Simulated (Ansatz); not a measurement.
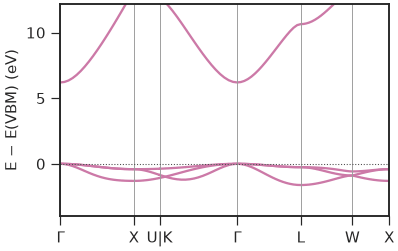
Figure: Band structure from PBEsol in the plane-wave PAW code Ansatz

### Question
Read off the gap and where the band edges lie.

### Answer
About 6.2 eV (6.20 eV by a search for the band edges); maximum at Γ, minimum at Γ.

### Question
Which compound is it?
A) NaCl, rock salt
B) MgO, rock salt
C) LiF, zinc blende
D) NaF, rock salt

### Answer
D, NaF, rock salt

Space group Fm-3m (rock salt). Symmetry was held in the PBEsol relaxation.

Potentials: the earlier of the program's two PAW sets. The files were generated under PBE; for other functionals the program regenerates the frozen cores, and for LDA and PBEsol the local potential too.
